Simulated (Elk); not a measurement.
Band structure of LaGePd (C2/m, 6 atoms in the cell).

```
CELL_PARAMETERS angstrom
      5.27341    -2.28443     0.00000
      5.27341     2.28443     0.00000
     -5.27110     0.00000     5.57818
ATOMIC_POSITIONS crystal
  La 0.46648 0.46648 0.70601
  La 0.53352 0.53352 0.29399
  Ge 0.16075 0.16075 0.11074
  Ge 0.83925 0.83925 0.88926
  Pd 0.81438 0.81438 0.27811
  Pd 0.18562 0.18562 0.72189
```

Method: Elk with PBEsol, all-electron FP-LAPW, Elk's shipped species files, default APW+lo basis.

Settings: xctype = 22; rgkmax = 7; stype = 0; swidth = 0.00499791 Ha; ngridk = 5 5 3; rmtscf = 0.91.

The starting cell comes from a database of computed structures (which also holds hypothetical and non-ambient phases and stackings), without a prior relaxation at this level. Spin polarisation is off. Values depend on the basis (sphere radii, cutoffs, local orbitals), which need not be converged.

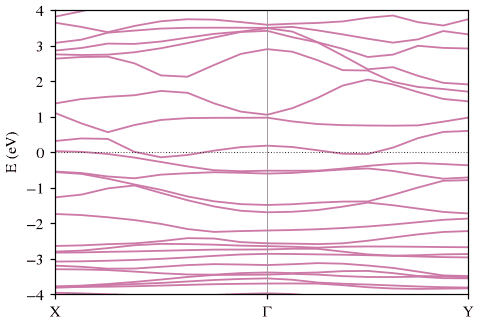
*Bands along the path, energies from the Fermi level.*

Levels in eV from the Fermi level, bands 40 to 47:
| point | 40 | 41 | 42 | 43 | 44 | 45 | 46 | 47 |
|---|---|---|---|---|---|---|---|---|
| X | -1.27 | -0.56 | -0.54 | 0.03 | 0.32 | 1.11 | 1.37 | 2.63 |
| Γ | -1.69 | -1.48 | -0.60 | -0.52 | 0.19 | 0.97 | 1.06 | 2.90 |
| Y | -1.72 | -0.78 | -0.71 | -0.37 | 0.60 | 0.98 | 1.43 | 1.71 |

Bands cross the Fermi level along this path, so the cell is metallic at this level.
